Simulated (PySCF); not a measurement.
System: Cl$_{5}$Pb (charge −1).

Input file:

```
mol = gto.M(atom='''
Pb    -0.00000    -0.00000    -0.02695
Cl     0.00000     0.00000     2.48678
Cl     2.49250    -0.00000    -0.59062
Cl     0.00000     2.49250    -0.59062
Cl    -2.49250     0.00000    -0.59062
Cl    -0.00000    -2.49250    -0.59062''',
    basis={'Pb': 'def2-SVP', 'Cl': 'def2-SVP'},
    ecp={'Pb': 'def2-SVP'},
    charge=-1, spin=0)
mf = dft.RKS(mol, xc='B88,P86')
mf.grids.atom_grid = (75, 302)  # f atoms: at least (60, 302), unpruned
mf = mf.density_fit()  # Pb def2-universal-JKFIT, Cl def2-universal-JKFIT
mf.conv_tol = 1e-09; mf.max_cycle = 55
mf.kernel(dm0)
```

Launched as:

```sh
OMP_NUM_THREADS=2 python run.py
```

Core potentials replace the inner electrons of Pb.

Level of theory: PySCF 2.14.0, RKS BP86, Pb def2-SVP with ECP60, Cl def2-SVP; non-relativistic Hamiltonian with scalar-relativistic core potentials where named; density fitting.

What can the converged electron density and electron localisation function tell about the bonding?

Answer. Pb–Cl (2.51 Å): ρ is about 0.43 e/Å³ halfway; the ELF peaks at about 0.80 in the valence shell of Cl, 0.9 Å from its nucleus, and drops to about 0.20 between the two atoms.
Pb–Cl (2.56 Å): ρ is about 0.4 e/Å³ halfway; the ELF peaks at about 0.80 in the valence shell of Cl, 0.9 Å from its nucleus, and drops to about 0.20 between the two atoms.

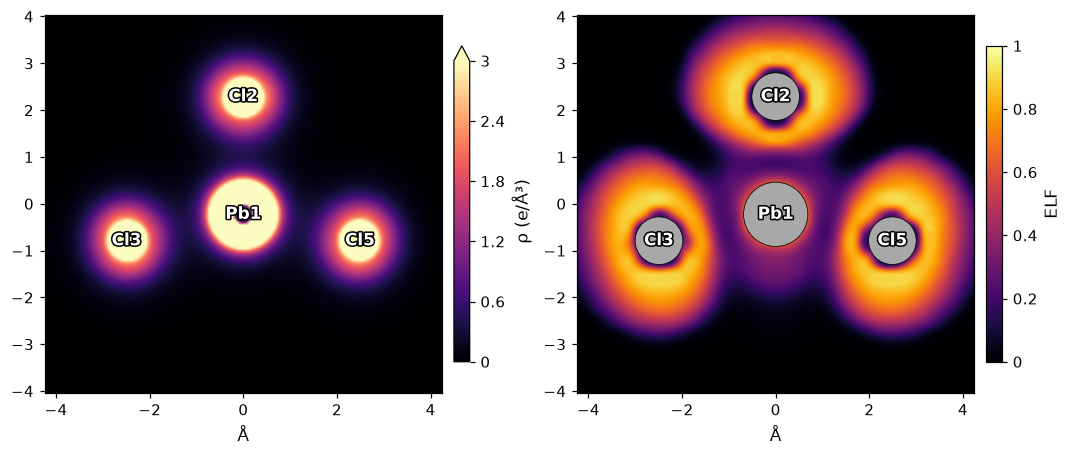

Computed electron density and electron localisation function on the plane of atoms Cl2, Pb1 and Cl3, in this order. Grey discs cover the atomic cores in the ELF map. 
